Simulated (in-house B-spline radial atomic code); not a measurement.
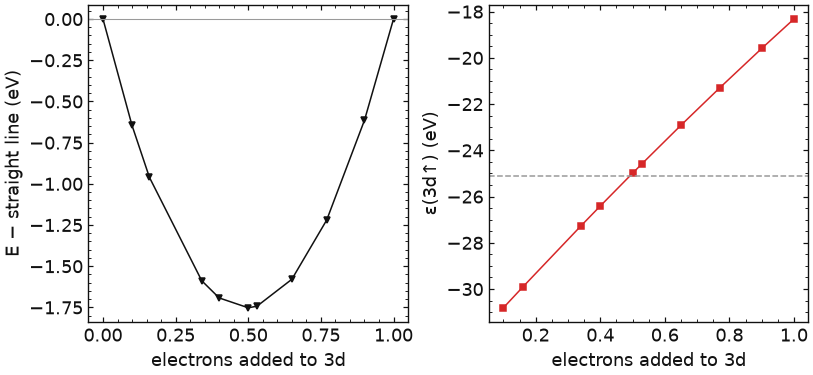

Level of theory: scalar-relativistic (spin-free one-electron X2C) BP86, spin-polarised, spherical fractional occupations, Fermi nucleus, basis-set limit. Computed with an in-house B-spline radial code. The occupation of the 3d shell is varied from Sc³⁺ ([Ar]) to Sc²⁺ ([Ar] 3d1 (high spin)), with spherical fractional occupations. The plot shows the total energy less the straight line between the end points, and the eigenvalue of 3d↑ (the dashed line is minus the energy to take the whole electron out).

### Is the energy convex or concave in the occupation, and by how much?

The curve is convex (below the straight line), with the largest deviation among the points computed, −1.75 eV, at 0.5. The end points differ by 25.1 eV, the energy to take the electron out. The eigenvalue, which is the slope of the energy (Janak's theorem), moves from −30.8 eV at 0.1 to −18.3 eV at 1; for a straight line it would stay constant, and a parabola would sag by an eighth of this change, scaled to a whole electron, 1.73 eV. Convexity is the mark of the delocalisation error, which puts fractional charges too low; for p, d and f shells the spherical spreading of the fraction adds to it.
